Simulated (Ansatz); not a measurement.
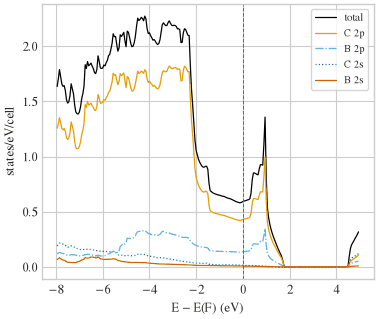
Figure: Total and projected density of states of BC$_{5}$ in space group I-4m2 (No. 119; B on 2c, C on 4e, C on 2b, C on 4f), PBEsol (plane waves, PAW; program Ansatz)

Problem. Which orbitals carry the states next to the Fermi level?

Solution. Within 0.5 eV of the Fermi level: C 2p 73 %, B 2p 23 %. Projections are on Löwdin-orthogonalised atomic valence shells; empty p or d shells of many metals are not among them.

Problem. Where is the tallest occupied peak in this window, and what makes it?

Solution. Near -4.2 eV, about 2.3 states/eV per cell; the largest projected share is C 2p.

The first step of the workflow began from a Materials Project structure, measured or hypothetical; the Crystallography Open Database copy checked does not list it. Whether it is the stable phase at ambient conditions was not checked. The PBEsol relaxation kept the symmetry of its start; whether a distortion lowers the energy is not shown.

Potentials: the later of the program's two PAW sets.
